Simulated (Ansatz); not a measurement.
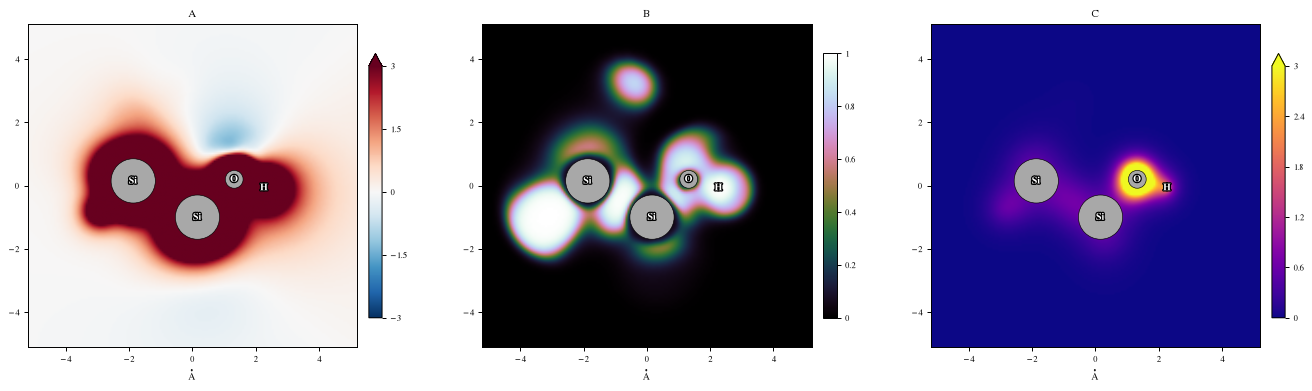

BrH$_{7}$OSi$_{3}$: 3 fields on the plane of atoms Si3, O2 and H6, with unlabelled colour scales. Grey discs cover the atomic cores.

Geometry: B3LYP-D3(BJ)/def2-SVP.

Method: Ansatz 0.2.0, isolated molecule in a Gaussian basis; Kohn-Sham density functional theory, functional PBE0.

### The panels show electron density, electron localisation function and electrostatic potential in some order. Assign them.

Panel A: electrostatic potential (strongly positive close to the atoms, with negative regions outside electron-rich atoms). Panel B: electron localisation function. Panel C: electron density. From the grid: Si–O (1.67 Å): ρ at the midpoint is about 1.1 e/Å³; the ELF peaks at about 0.90 between the atoms: a shared but strongly polarised pair. Si–Si (2.34 Å): the density is about 0.66 e/Å³ at the midpoint; the ELF peaks at about 1 between the atoms, as expected for a shared electron pair.
